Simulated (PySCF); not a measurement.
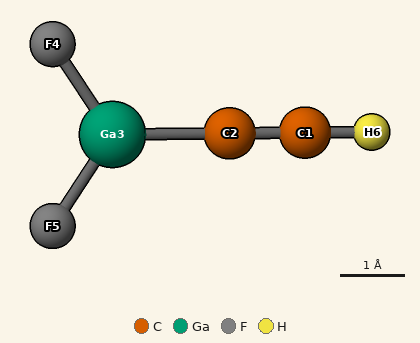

*The structure (ball-and-stick view, seen on its broad side; atoms are numbered from 1 in the order of the input). Sticks mark near contacts.*

Single-point calculation, with input and output: C$_{2}$HF$_{2}$Ga

The run: single-point calculation of C$_{2}$HF$_{2}$Ga, SMILES C#[C][Ga]([F])[F]. Method and program: r2SCAN/def2-SVP, RKS (PySCF 2.14.0).

The geometry comes from this level: PBE0-D4/def2-TZVP.

## The input (job.py)
```python
from pyscf import gto, dft

system = gto.M(
    atom=[
    ('C', (-0.242600, 0.981600, 1.587200)),
    ('C', (-0.087000, 0.352900, 0.570900)),
    ('Ga', (0.154500, -0.624900, -1.010200)),
    ('F', (0.241600, -2.356000, -1.061300)),
    ('F', (0.313800, 0.108300, -2.573600)),
    ('H', (-0.380300, 1.538200, 2.487000)),
],
    charge=0,
    verbose=3,
    basis='def2-svp',
    max_memory=1860,
)

mf = dft.RKS(system)
mf.xc = 'r2scan'
mf.conv_tol = 1e-10
mf.grids.level = 6
mf.kernel()
if not mf.converged:
    mf = mf.newton().run(mf.mo_coeff, mf.mo_occ)

e_tot = mf.e_tot
print(f'total energy: {e_tot:.8f} hartree')
```

Hardware: 1 thread of Arm Neoverse V1, 24 GiB of memory available, shared host.

Launched with:
```bash
OMP_NUM_THREADS=1 python job.py
```

## Log
```
converged SCF energy = -2200.76930451138
total energy: -2200.76930451 hartree
```

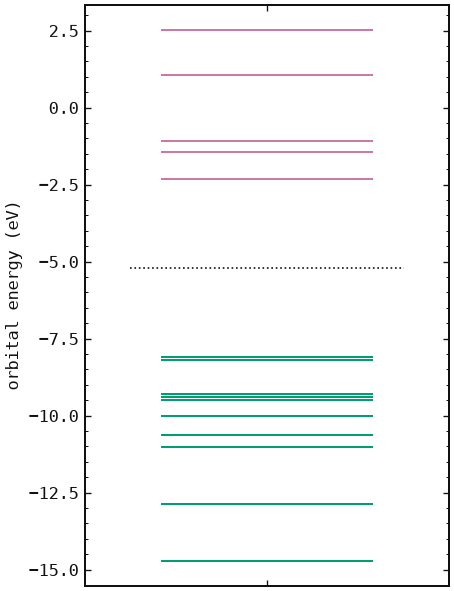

*Orbital energies near the frontier; the dotted line parts filled from empty levels, and levels within 0.02 eV of each other stand side by side.*

Highest filled −8.09 eV, lowest empty −2.31 eV, 5.78 eV apart.

## Results in brief

| quantity | value |
| --- | --- |
| outcome | converged |
| total energy | −2200.769305 hartree |
| basis functions | 93 |
| HOMO | −8.09 eV |
| LUMO | −2.31 eV |
| dipole moment | 3.13 D |
| wall time | 61 s |
| peak memory | 0.49 GiB |
